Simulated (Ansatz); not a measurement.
Process, species as SMILES: [PH2] (PH2) → [PH2-] (an electron is taken up)
B3LYP-D3(BJ)/def2-TZVP geometries, fixed; electronic energies without zero-point terms; positive where energy is released.

Basis-set convergence of the adiabatic electron affinity at r2SCAN with Ansatz (a program for electronic structure). Cartesian d functions, on some or all atoms, in 6-311G**; all else is spherical. The program fits the integrals of some runs and decomposes those of others, by size. Open shells are unrestricted. No added dispersion term, no relativity. Functions are those of the species that has most. Reference: the value in aug-cc-pV(5+d)Z, 1.120 eV, itself unsure by roughly 0.041 eV (its mean distance from aug-pcseg-3, aug-cc-pV(Q+d)Z, def2-QZVPPD). Deviations are taken from unrounded values.

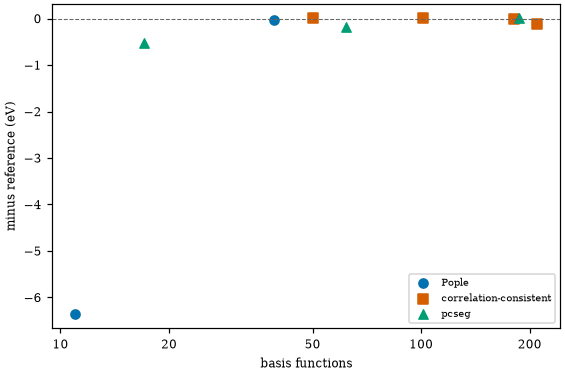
Fig. 1. Deviation from the reference against the number of basis functions, by family of sets.

| basis | functions | adiabatic electron affinity (eV) | minus reference (eV) |
|---|---|---|---|
| STO-3G | 11 | -5.229 | -6.350 |
| pcseg-0 | 17 | 0.598 | -0.522 |
| 6-311G** | 39 | 1.090 | -0.031 |
| aug-cc-pV(D+d)Z | 50 | 1.122 | 0.002 |
| pcseg-2 | 62 | 0.944 | -0.176 |
| aug-cc-pV(T+d)Z | 101 | 1.121 | 0.001 |
| aug-cc-pV(Q+d)Z | 181 | 1.117 | -0.003 |
| aug-pcseg-3 | 187 | 1.124 | 0.004 |
| cc-pV(5+d)Z | 210 | 0.999 | -0.121 |
